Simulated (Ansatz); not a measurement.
# A computed series for hypothetical P6_422 BN: carrier doping

Base system: BN (space group P6_422, No. 181; a = 2.5952 Å, c = 5.7967 Å; a hypothetical phase, not in the database extracts checked).

Carriers are added at fixed cell with a uniform background; the Fermi–Dirac width is that of 300 K.

The values are results of Kohn–Sham DFT with the PBEsol functional, run in Ansatz (a first-principles code) with PAW and 420 eV plane waves, without spin-orbit coupling, not measurements.

Notes on the quantities. Fermi level from band edge: Fermi level relative to the doped band's edge (positive inside the band; to 0.05 eV).

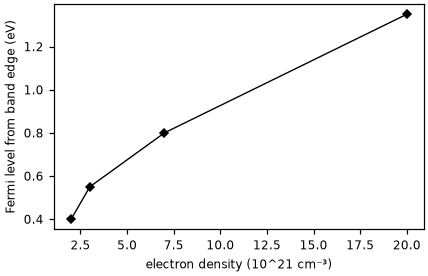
Figure. Fermi level from band edge against electron density

Problem. From the plot, what is the Fermi level from band edge for electrons 3.0×10^21 cm⁻³?

Solution. About 0.55 eV.

Problem. Is the trend monotonic over the range shown?

Solution. Yes, it rises throughout, spanning +0.40 eV to +1.35 eV.

Charged cell with a jellium background: band edges are those of the host's band count, energies are not comparable with the neutral cell, and many-body gap narrowing is missing. No phonon test of stability was made. The base started in P3_121 and relaxed to P6_422 at this level.
